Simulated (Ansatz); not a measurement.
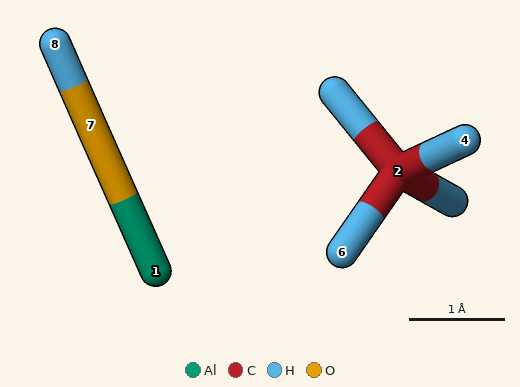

The structure as given in the input (stick view, seen at an oblique angle; atoms are numbered from 1 in the order of the input). Sticks mark near contacts. Bond lengths as drawn: Al–O 1.69 Å, C–H 1.10 Å and H–O 0.95 Å.

Geometry relaxation, with input and output: CH₅AlO (part 1 of 2)

- system: CH₅AlO
- method: RKS PBE0-D4/def2-SVP (Ansatz 0.2.0)

It belongs to a series of runs on one base structure; here: end point B relaxed. Figures and captions count atoms from 1; the log counts them from 0 in places.

### The program's output
```
The last accepted step is kept in [file] (removed where the run ends without a failure and the disk answers)
Engine: ansatz 0.2.0, aarch64-unknown-linux-gnu
Functional definition: PBE0
  parameter a = 0.25
  parameter kappa = 0.804
  parameter beta = 0.06672455060314922
  exchange = (1 - a)*pbe_x(kappa = kappa, mu = beta*pi^2/3) + a*exact_x
  correlation = pbe_c(beta = beta)
748 factors; integrals over basis functions are off by at most 3.6e-4 eV
mean field evaluation 1: about -9743.6320 eV, gradient 6.5e1 eV
mean field evaluation 2: about -9710.0723 eV, gradient 1.4e2 eV
mean field evaluation 4: about -9751.9513 eV, gradient 7.0e0 eV
mean field evaluation 8: about -9752.0647 eV, gradient 1.4e-2 eV
mean field -9752.06467266 eV, -358.3817665333 hartree, gradient 3.3e-5 eV, S^2 0.000000; 0 other end points of the search recorded, 0 dependent functions left out
the calculation of the forces begins
reference -9752.06470118 eV, -358.3817675814 hartree; 16, 16 occupied and 55, 55 virtual orbitals, 748 factors
relax step   1: F+E_penalty+E_count = -9752.16577000 eV  Δ(F+E_penalty+E_count) = +0.000e0 eV  max|allowed force component| = 2.115e-1 eV/Å  Δτ_max = 0.0000 Å  (23 SCF iters, accepted)
these checks for a lower state are left out or cut short: starts, cluster_reference, orbital_swaps, neighbouring_geometries, increment
748 factors; integrals over basis functions are off by at most 3.6e-4 eV
mean field evaluation 16: about -9752.1102 eV, gradient 9.8e-2 eV
mean field -9752.10998600 eV, -358.3834317678 hartree, gradient 1.2e-5 eV, S^2 0.000000; 0 other end points of the search recorded, 0 dependent functions left out
[... from here on the field's lines of each further geometry are left out, up to the last ...]
relax step   2: F+E_penalty+E_count = -9752.20686157 eV  Δ(F+E_penalty+E_count) = -4.109e-2 eV  max|allowed force component| = 2.296e-1 eV/Å  Δτ_max = 0.1953 Å  (26 SCF iters, accepted)
relax step   3: F+E_penalty+E_count = -9752.22064278 eV  Δ(F+E_penalty+E_count) = -1.378e-2 eV  max|allowed force component| = 2.601e-1 eV/Å  Δτ_max = 0.1399 Å  (23 SCF iters, accepted)
relax step   4: F+E_penalty+E_count = -9752.16103259 eV  Δ(F+E_penalty+E_count) = +5.961e-2 eV  max|allowed force component| = 1.584e0 eV/Å  Δτ_max = 0.2000 Å  (27 SCF iters, rejected (line search))
relax step   5: F+E_penalty+E_count = -9752.22938943 eV  Δ(F+E_penalty+E_count) = -8.747e-3 eV  max|allowed force component| = 1.089e-1 eV/Å  Δτ_max = 0.0982 Å  (22 SCF iters, accepted)
relax step   6: F+E_penalty+E_count = -9752.23186052 eV  Δ(F+E_penalty+E_count) = -2.471e-3 eV  max|allowed force component| = 2.520e-1 eV/Å  Δτ_max = 0.0767 Å  (23 SCF iters, accepted)
relax step   7: F+E_penalty+E_count = -9752.24005054 eV  Δ(F+E_penalty+E_count) = -8.190e-3 eV  max|allowed force component| = 1.684e-2 eV/Å  Δτ_max = 0.1366 Å  (22 SCF iters, accepted)
relax step   8: F+E_penalty+E_count = -9752.23311744 eV  Δ(F+E_penalty+E_count) = +6.933e-3 eV  max|allowed force component| = 4.973e-1 eV/Å  Δτ_max = 0.1931 Å  (26 SCF iters, rejected (line search))
relax step   9: F+E_penalty+E_count = -9752.24323766 eV  Δ(F+E_penalty+E_count) = -3.187e-3 eV  max|allowed force component| = 7.822e-2 eV/Å  Δτ_max = 0.0940 Å  (22 SCF iters, accepted)
relax step  10: F+E_penalty+E_count = -9752.24513216 eV  Δ(F+E_penalty+E_count) = -1.895e-3 eV  max|allowed force component| = 1.475e-1 eV/Å  Δτ_max = 0.0975 Å  (23 SCF iters, accepted)
relax step  11: F+E_penalty+E_count = -9752.24730508 eV  Δ(F+E_penalty+E_count) = -2.173e-3 eV  max|allowed force component| = 8.678e-2 eV/Å  Δτ_max = 0.0803 Å  (23 SCF iters, accepted)
relax step  12: F+E_penalty+E_count = -9752.24893630 eV  Δ(F+E_penalty+E_count) = -1.631e-3 eV  max|allowed force component| = 7.915e-2 eV/Å  Δτ_max = 0.0723 Å  (23 SCF iters, accepted)
relax step  13: F+E_penalty+E_count = -9752.25000383 eV  Δ(F+E_penalty+E_count) = -1.068e-3 eV  max|allowed force component| = 8.935e-2 eV/Å  Δτ_max = 0.0941 Å  (23 SCF iters, accepted)
relax step  14: F+E_penalty+E_count = -9752.25087271 eV  Δ(F+E_penalty+E_count) = -8.689e-4 eV  max|allowed force component| = 6.280e-2 eV/Å  Δτ_max = 0.0462 Å  (22 SCF iters, accepted)
relax step  15: F+E_penalty+E_count = -9752.25145733 eV  Δ(F+E_penalty+E_count) = -5.846e-4 eV  max|allowed force component| = 2.892e-2 eV/Å  Δτ_max = 0.0664 Å  (22 SCF iters, accepted)
relax step  16: F+E_penalty+E_count = -9752.25173287 eV  Δ(F+E_penalty+E_count) = -2.755e-4 eV  max|allowed force component| = 3.725e-2 eV/Å  Δτ_max = 0.0491 Å  (23 SCF iters, accepted)
relax step  17: F+E_penalty+E_count = -9752.25181159 eV  Δ(F+E_penalty+E_count) = -7.872e-5 eV  max|allowed force component| = 6.101e-2 eV/Å  Δτ_max = 0.0345 Å  (23 SCF iters, accepted)
the calculation of the forces begins
reference -9752.17392455 eV, -358.3857814665 hartree; 16, 16 occupied and 55, 55 virtual orbitals, 748 factors
relax step  18: F+E_penalty+E_count = -9752.25187861 eV  Δ(F+E_penalty+E_count) = -6.702e-5 eV  max|allowed force component| = 2.817e-2 eV/Å  Δτ_max = 0.0564 Å  (21 SCF iters, accepted)
```

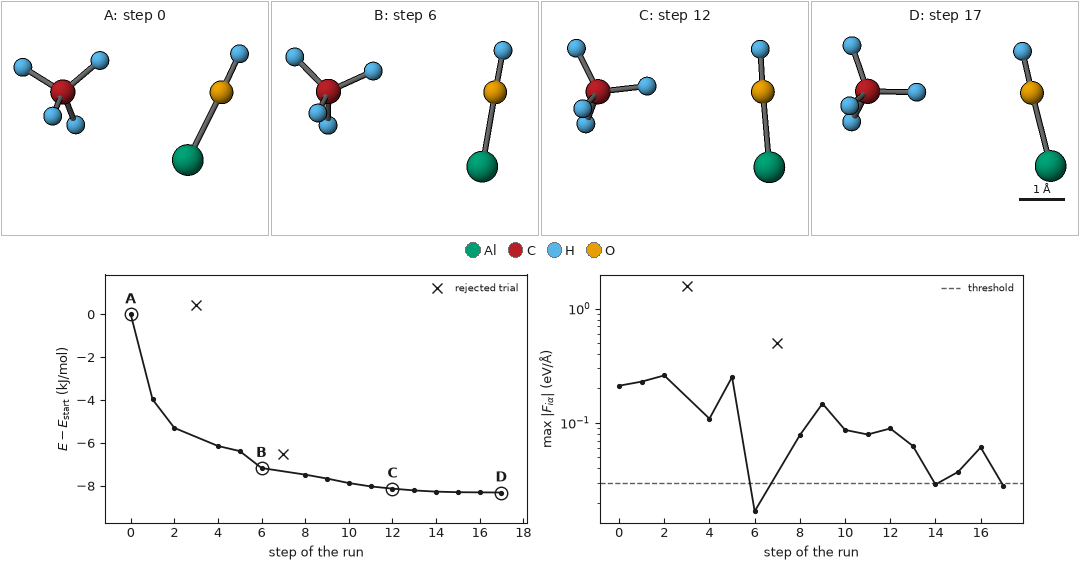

Frames of the relaxation (ball-and-stick view, seen at a tilt) above the curves, on which the letters mark them (the first geometry is step 0 here and step 1 in the log).

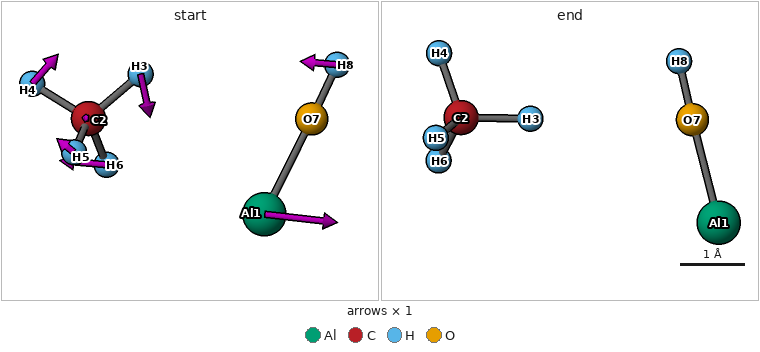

Before (left) and after (right) the relaxation, at one scale (ball-and-stick view, seen at a tilt). The pink arrows give the displacements, at true length. Over 17 geometry steps the energy falls by 8.31 kJ/mol. Largest force component: 0.21 eV/Å at the start, 0.028 eV/Å at the end. The line search rejected the trial steps at points 3, 7 (counted from 0) and went back. Al1 moves most after the best rigid fit: 1.19 Å. Largest moves by element: Al 1.19 Å, H 0.76 Å, C 0.12 Å, O 0.05 Å. (Atoms are counted from 1 in the order of the input.)

```
748 factors; integrals over basis functions are off by at most 3.5e-4 eV
mean field -9752.17389542 eV, -358.3857803956 hartree, gradient 2.2e-5 eV, S^2 0.000000; 1 other end points of the search recorded, 0 dependent functions left out
the calculation of the forces begins
reference -9752.17392455 eV, -358.3857814665 hartree; 16, 16 occupied and 55, 55 virtual orbitals, 748 factors
Total energy: -9752.25190775 eV, -358.3886472962 hartree
Atom 0 at    -1.092108     0.850479    -1.723112 Å, force    -0.007804    -0.025796     0.028173 eV/Å
Atom 1 at     1.571467    -0.113494     1.663216 Å, force    -0.002787    -0.005881    -0.000533 eV/Å
Atom 2 at     0.684104    -0.147558     1.016802 Å, force     0.009737    -0.001173     0.010176 eV/Å
Atom 3 at     1.507740    -0.902269     2.425893 Å, force     0.001753     0.013506    -0.014356 eV/Å
Atom 4 at     1.629367     0.865864     2.157322 Å, force    -0.002967    -0.004855    -0.001030 eV/Å
Atom 5 at     2.473811    -0.267758     1.055824 Å, force    -0.007463    -0.002308     0.005279 eV/Å
Atom 6 at    -1.400256    -0.252437    -0.481322 Å, force     0.002887     0.004865    -0.003202 eV/Å
Atom 7 at    -1.596023    -0.879525     0.209877 Å, force     0.006644     0.021642    -0.024507 eV/Å
Dipole moment:    -0.097737    -0.192892     0.183464 e Å
```

### Trajectory as extended XYZ (Å, eV, eV/Å), 18 frames, from step=1 to step=18
```
8
Properties=species:S:1:pos:R:3:forces:R:3 step=1 energy=-9752.16577
Al   -0.1781    0.7903   -0.9690   -0.1669   0.0647  -0.1848
C     1.4684   -0.0795    1.6035    0.1299  -0.0735  -0.0268
H     0.4401   -0.4626    1.6438    0.0026   0.0052  -0.0184
H     2.0952   -0.6294    2.3198    0.0041   0.0005  -0.0021
H     1.4799    0.9906    1.8516   -0.0067   0.0002   0.0042
H     1.8734   -0.2149    0.5846    0.0040  -0.0122   0.2115
O    -1.3764   -0.2995   -0.4903    0.0647   0.0406  -0.0018
H    -2.0244   -0.9417   -0.2195   -0.0317  -0.0255   0.0182
8
Properties=species:S:1:pos:R:3:forces:R:3 step=2 energy=-9752.20686
Al   -0.2919    0.8516   -1.1153   -0.2296  -0.1391   0.0110
C     1.4917   -0.0936    1.6330    0.0451  -0.0308  -0.0416
H     0.4611   -0.4747    1.6441    0.0349   0.0131  -0.0227
H     2.1002   -0.6384    2.3677   -0.0097   0.0166   0.0191
H     1.4935    0.9793    1.8703   -0.0015  -0.0166   0.0277
H     1.9248   -0.2367    0.6304   -0.0055  -0.0134   0.0830
O    -1.4009   -0.2842   -0.5194    0.0503   0.0343  -0.0134
H    -2.0004   -0.9500   -0.1862    0.1160   0.1358  -0.0630
8
Properties=species:S:1:pos:R:3:forces:R:3 step=3 energy=-9752.22064
Al   -0.3846    0.8807   -1.2160   -0.2601  -0.2407   0.1148
C     1.5152   -0.1018    1.6513    0.0247  -0.0484  -0.0689
H     0.4836   -0.4815    1.6067    0.0799   0.0302  -0.0192
H     2.0854   -0.6490    2.4157   -0.0358   0.0304  -0.0088
H     1.5046    0.9702    1.8929   -0.0047  -0.0200   0.0243
H     1.9995   -0.2422    0.6714   -0.0352  -0.0040   0.0937
O    -1.4310   -0.2743   -0.5377    0.0944   0.0808  -0.0435
H    -1.9945   -0.9489   -0.1599    0.1368   0.1716  -0.0923
8
Properties=species:S:1:pos:R:3:forces:R:3 step=4 energy=-9752.16103 accepted=F
Al   -0.5536    0.8775   -1.3229    1.2366   1.5839  -1.0823
C     1.5401   -0.1132    1.6664    0.0830  -0.0929  -0.0640
H     0.5152   -0.4874    1.5296    0.0572   0.0406  -0.0029
H     2.0353   -0.6656    2.4798   -0.0406   0.0244  -0.0763
H     1.5141    0.9551    1.9193   -0.0217   0.0100  -0.0133
H     2.1056   -0.2518    0.7289   -0.0697   0.0177   0.1551
O    -1.4411   -0.2413   -0.5590   -1.1601  -1.4945   1.0162
H    -1.9376   -0.9200   -0.1175   -0.0846  -0.0892   0.0675
8
Properties=species:S:1:pos:R:3:forces:R:3 step=5 energy=-9752.22939
Al   -0.4582    0.8917   -1.2801    0.0044   0.0334  -0.0329
C     1.5252   -0.1078    1.6585    0.0237  -0.0674  -0.0667
H     0.4942   -0.4823    1.5692    0.0925   0.0384  -0.0120
H     2.0605   -0.6604    2.4449   -0.0442   0.0325  -0.0366
H     1.5088    0.9623    1.9072   -0.0080  -0.0122   0.0113
H     2.0479   -0.2461    0.6978   -0.0477   0.0049   0.1089
O    -1.4365   -0.2643   -0.5421    0.0486   0.0466  -0.0226
H    -1.9637   -0.9399   -0.1308   -0.0693  -0.0762   0.0507
8
Properties=species:S:1:pos:R:3:forces:R:3 step=6 energy=-9752.23186
Al   -0.5094    0.8981   -1.3186    0.0446   0.0735  -0.0550
C     1.5387   -0.1099    1.6607    0.0078  -0.1370  -0.0825
H     0.5090   -0.4751    1.5050    0.1883   0.0670   0.0139
H     2.0225   -0.6737    2.4757   -0.0824   0.0635  -0.1138
H     1.5149    0.9575    1.9202   -0.0087  -0.0092  -0.0007
H     2.1178   -0.2435    0.7292   -0.0976   0.0159   0.1794
O    -1.4518   -0.2596   -0.5417   -0.1762  -0.2520   0.1686
H    -1.9636   -0.9406   -0.1060    0.1242   0.1783  -0.1099
8
Properties=species:S:1:pos:R:3:forces:R:3 step=7 energy=-9752.24005
Al   -0.5761    0.8941   -1.3591   -0.0059   0.0007  -0.0056
C     1.5532   -0.1061    1.6551   -0.0086   0.0043   0.0046
H     0.5369   -0.4196    1.3834   -0.0033  -0.0048  -0.0168
H     1.9254   -0.7187    2.4870   -0.0074  -0.0071   0.0053
H     1.5408    0.9501    1.9559    0.0071   0.0063   0.0034
H     2.2155   -0.2291    0.7875    0.0131   0.0012  -0.0021
O    -1.4573   -0.2755   -0.5219    0.0017  -0.0015   0.0071
H    -1.9603   -0.9420   -0.0632    0.0033   0.0010   0.0041
```
